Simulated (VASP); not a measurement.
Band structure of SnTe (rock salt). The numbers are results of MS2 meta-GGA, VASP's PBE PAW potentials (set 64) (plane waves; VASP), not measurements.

Unless said otherwise, spin-orbit coupling is left out, though it shifts the bands of the heavy elements here.

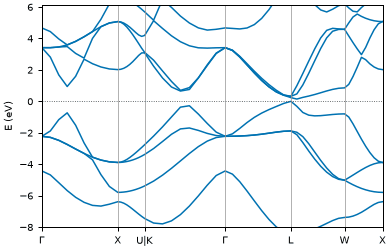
*Bands along high-symmetry lines, zero at the valence-band maximum or, without a gap, the Fermi level*

Q: Read the plot: is there a gap, and where are the band edges?

A: The gap is indirect, 0.14 eV, from the valence maximum at L to the conduction minimum at L-W at 0.11.

The compound is SnTe in the rock salt structure, which distorts at low temperature. It was relaxed first.
